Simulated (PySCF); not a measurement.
H2S, SMILES `S`.

Level of theory: PBE0/6-311G** (PySCF), at a geometry from GFN2-xTB. No frequency check shows the geometry to be a minimum. GFN2-xTB bond lengths at metals and heavier atoms can be off by up to 0.1 Å and shapes distorted, which carries into these values.

Input

```python
import numpy as np
from pyscf import gto, scf, dft
from pyscf.scf import atom_ks, atom_hf
from scipy.linalg import block_diag

def solve(mol, dm0=None, hcore=None):
    mf = (dft.UKS if mol.spin else dft.RKS)(mol, xc='pbe0')
    mf.grids.level = 3
    mf = mf.density_fit(auxbasis='def2-universal-jkfit')
    mf.conv_tol, mf.max_cycle = 1e-8, 80
    if hcore is not None:
        mf.get_hcore = lambda *args: hcore
    mf.kernel(dm0)
    if not mf.converged:
        mf = mf.newton().run(mf.mo_coeff, mf.mo_occ, max_cycle=30)
    assert mf.converged, 'SCF not converged'
    return mf

mol = gto.M(atom='''
S      0.00000    -0.10207     0.00000
H      0.95743     0.81655     0.00000
H     -0.95740     0.81657     0.00000
''', basis='6-311g**', charge=0, spin=0, verbose=4)
mf = solve(mol)
mf.analyze()
# spherically averaged free atoms, for the promolecule
atm = atom_ks.get_atm_nrks(mol, xc='pbe0')
pro = block_diag(*[(atm[a[0]][2] * atm[a[0]][3]) @ atm[a[0]][2].T for a in mol._atom])
np.savez('result.npz', e=mf.e_tot, c=mf.mo_coeff, occ=mf.mo_occ, eps=mf.mo_energy, pro=pro, dip=mf.dip_moment(verbose=0), s2=mf.spin_square()[0])
```

Launched as:

```sh
OMP_NUM_THREADS=1 python input.py
```

The run took 1.3 s on 1 thread of Intel(R) Xeon(R) 6975P-C (Granite Rapids) (shared host), peak memory 0.17 GiB.

Partitions, critical points and surface values were worked out afterwards from this run's density.

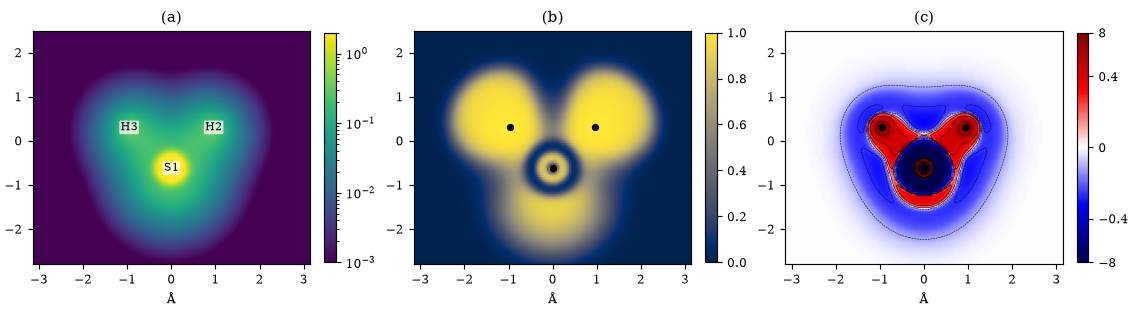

Three fields in the molecular plane. (c): red positive, blue negative.

The panels show, in some order, the electron density, negative Laplacian of the density (−∇²ρ) and electron localisation function (ELF). Which is which?

(a) is the electron density: it is positive everywhere and peaks at the nuclei. (b) is the electron localisation function (ELF): it runs from 0 to 1 and is close to 1 over wide basins that fill the valence regions. (c) is the negative Laplacian of the density (−∇²ρ): shells alternate in sign around each nucleus and valence concentrations outline the bonding and non-bonding pairs.
